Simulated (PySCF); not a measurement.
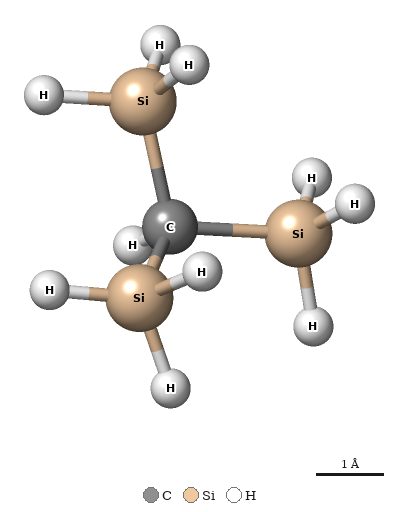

CH10Si3, before the relaxation. The picture is a ball-and-stick view, seen at a tilt.

The start comes from GFN2-xTB. Its atoms were then displaced at random by about 0.03 Å.

These are results of PBE0-D3(BJ)/def2-SVP geometry optimisation, gas phase in PySCF, not measurements.

```xyz
14

C     0.3219   -0.2625    0.3554
Si    0.5243    1.6809    0.4068
Si   -1.6014   -0.6721    0.6962
Si    0.9867   -0.9426   -1.2937
H     0.8617   -0.6391    1.1113
H     0.0977    2.2339    1.7058
H     1.9960    1.9902    0.2470
H    -0.1701    2.3779   -0.6625
H    -2.4399   -0.1217   -0.2529
H    -1.6808   -2.1322    0.8002
H    -1.9687   -0.1321    2.0510
H     2.3213   -0.6228   -1.4595
H     0.6650   -2.3779   -1.2669
H     0.0669   -0.4237   -2.3951
```

**Predict the outcome.**

The largest move after the best rigid fit is that of Si4, 0.12 Å. By element the largest moves are Si 0.12 Å, H 0.09 Å, C 0.08 Å. Some distances before and after: Si3–H9 1.381 → 1.495 Å, C1–Si3 1.996 → 1.887 Å, C1–H5 1.002 → 1.107 Å, C1–Si2 1.955 → 1.887 Å. Among the angles between lasting bonds that change: H12–Si4–H13 116.0° → 108.6°, H13–Si4–H14 102.3° → 108.7°, H12–Si4–H14 114.6° → 108.5°. Over 5 geometry steps the energy falls by 76.3 kJ/mol.

Step by step:

```
step  E − E(0), kJ/mol
   0              0.00
   1            -72.82
   2            -75.66
   3            -76.24
   4            -76.30
   5            -76.32
```

Final geometry:

```xyz
14

C     0.2699   -0.1991    0.3603
Si    0.5465    1.6662    0.4196
Si   -1.5229   -0.6590    0.7261
Si    0.8761   -0.9485   -1.2612
H     0.8842   -0.6401    1.1684
H     0.1189    2.2199    1.7414
H     1.9917    1.9885    0.2092
H    -0.2514    2.3316   -0.6557
H    -2.4181   -0.0939   -0.3297
H    -1.6913   -2.1450    0.7436
H    -1.9455   -0.1112    2.0520
H     2.3223   -0.6343   -1.4769
H     0.7070   -2.4343   -1.2505
H     0.0932   -0.3845   -2.4034
```

The end point in the same view:

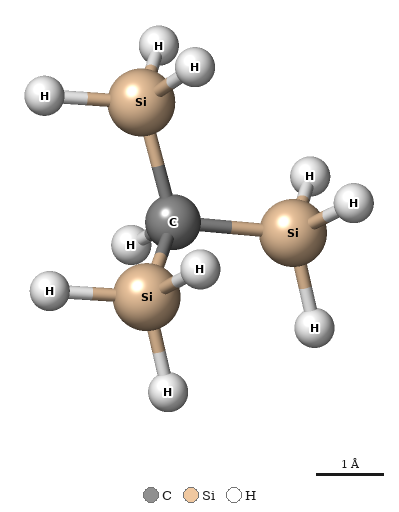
